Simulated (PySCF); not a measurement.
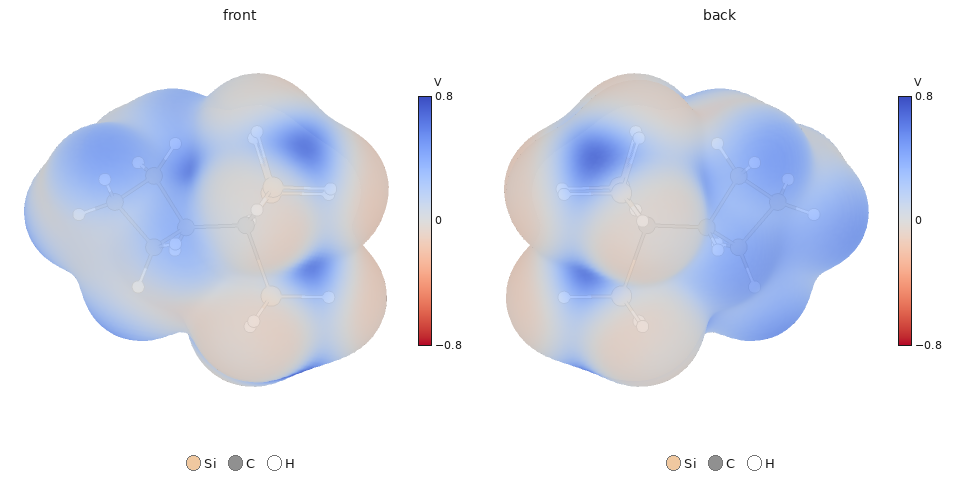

*C$_{5}$H$_{16}$Si$_{3}$. The molecular electrostatic potential painted on the density surface at 0.001 e/bohr³, seen from the front and from behind; red is negative and blue positive.*

Geometry: GFN2-xTB.

Method: PBE0/pcSseg-1, SCF density, gas phase, non-relativistic in PySCF.

```xyz
24

Si   -1.6657    0.8727    1.5227
C    -0.8264   -0.0324    0.0618
Si   -1.6904   -1.7146   -0.2250
Si   -1.0362    1.0322   -1.5109
C     0.6226   -0.3142    0.4580
C     1.5889   -0.9330   -0.5706
C     2.6732    0.0558   -0.1197
C     1.6062    0.8584    0.6380
H    -3.0937    1.0582    1.2643
H    -1.4992    0.0861    2.7498
H    -1.0494    2.1855    1.7375
H    -1.0936   -2.4115   -1.3690
H    -3.1187   -1.5256   -0.4808
H    -1.5242   -2.5620    0.9614
H    -2.4691    1.2094   -1.7550
H    -0.4368    2.3640   -1.3764
H    -0.4541    0.4031   -2.7011
H     0.6217   -0.9279    1.3659
H     1.8121   -1.9906   -0.4394
H     1.2755   -0.7650   -1.5975
H     3.4096   -0.3977    0.5412
H     3.1938    0.5869   -0.9141
H     1.8423    1.1296    1.6656
H     1.2998    1.7523    0.1011
```

Describe the electrostatic potential map.

The most negative region (about −0.1 V) lies over the H atoms, the most positive (about +0.6 V) over Si1, Si3 and Si4.
